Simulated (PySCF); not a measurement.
```json
{"atom": "N", "x (Å)": "2.6896", "y (Å)": "-0.0494", "z (Å)": "0.1049"}
{"atom": "Al", "x (Å)": "1.0047", "y (Å)": "-1.1525", "z (Å)": "0.4989"}
{"atom": "C", "x (Å)": "-0.3708", "y (Å)": "0.3610", "z (Å)": "0.0281"}
{"atom": "C", "x (Å)": "-0.2789", "y (Å)": "1.6816", "z (Å)": "0.7367"}
{"atom": "F", "x (Å)": "0.6844", "y (Å)": "1.6397", "z (Å)": "1.7168"}
{"atom": "F", "x (Å)": "-1.4200", "y (Å)": "2.0598", "z (Å)": "1.3818"}
{"atom": "C", "x (Å)": "-1.0020", "y (Å)": "0.4087", "z (Å)": "-1.3833"}
{"atom": "C", "x (Å)": "-1.9047", "y (Å)": "-0.7662", "z (Å)": "-0.9842"}
{"atom": "C", "x (Å)": "-1.4881", "y (Å)": "-0.5779", "z (Å)": "0.4631"}
{"atom": "F", "x (Å)": "-0.8847", "y (Å)": "-1.7552", "z (Å)": "1.0139"}
{"atom": "H", "x (Å)": "2.7814", "y (Å)": "0.6690", "z (Å)": "0.8202"}
{"atom": "H", "x (Å)": "2.8080", "y (Å)": "0.3766", "z (Å)": "-0.8104"}
{"atom": "H", "x (Å)": "3.4375", "y (Å)": "-0.7205", "z (Å)": "0.2440"}
{"atom": "H", "x (Å)": "1.1164", "y (Å)": "-2.1440", "z (Å)": "-0.6985"}
{"atom": "H", "x (Å)": "1.4506", "y (Å)": "-1.4129", "z (Å)": "1.9671"}
{"atom": "H", "x (Å)": "-0.0018", "y (Å)": "2.5103", "z (Å)": "0.0643"}
{"atom": "H", "x (Å)": "-1.5618", "y (Å)": "1.3236", "z (Å)": "-1.5808"}
{"atom": "H", "x (Å)": "-0.3212", "y (Å)": "0.2138", "z (Å)": "-2.2119"}
{"atom": "H", "x (Å)": "-2.9672", "y (Å)": "-0.6643", "z (Å)": "-1.1934"}
{"atom": "H", "x (Å)": "-1.5404", "y (Å)": "-1.7190", "z (Å)": "-1.3654"}
{"atom": "H", "x (Å)": "-2.2399", "y (Å)": "-0.2653", "z (Å)": "1.1876"}
```

Geometry: GFN2-xTB.

Theory: PBE0/pcSseg-1, SCF density, gas phase, non-relativistic (PySCF 2.14.0).

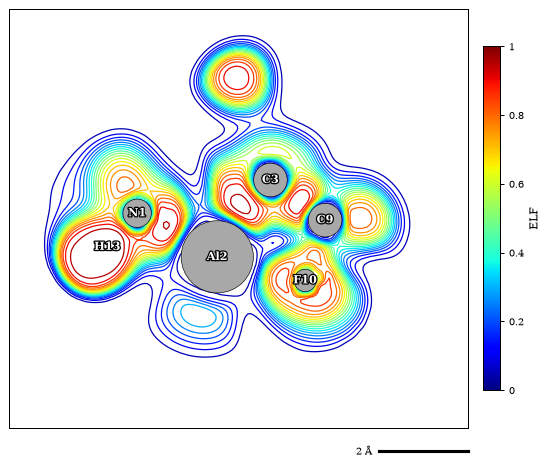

C$_{5}$H$_{11}$AlF$_{3}$N. ELF on the plane of atoms Al2, C3 and C9. Grey discs cover the atomic cores.

> What do the fields say about this system?

Atoms in the plane: N, Al, C, F and H. C–C (1.52 Å): the ELF peaks at about 0.95 between the atoms (localised, covalent bonding). Al–F (2.05 Å): the ELF is about 0.25 at the midpoint. Al–N (2.05 Å): the ELF peaks at about 0.95 in the valence shell of N, 0.7 Å from its nucleus, and is about 0.70 at the midpoint. C–Al (2.10 Å): the ELF peaks at about 0.95 between the atoms; a shared but strongly polarised pair. N–H (1.01 Å): the ELF climbs to about 1 towards the hydrogen, as it does in any bond to H; an ordinary covalent bond to hydrogen. The ELF also peaks beside F10, away from the bonds: lone-pair regions.
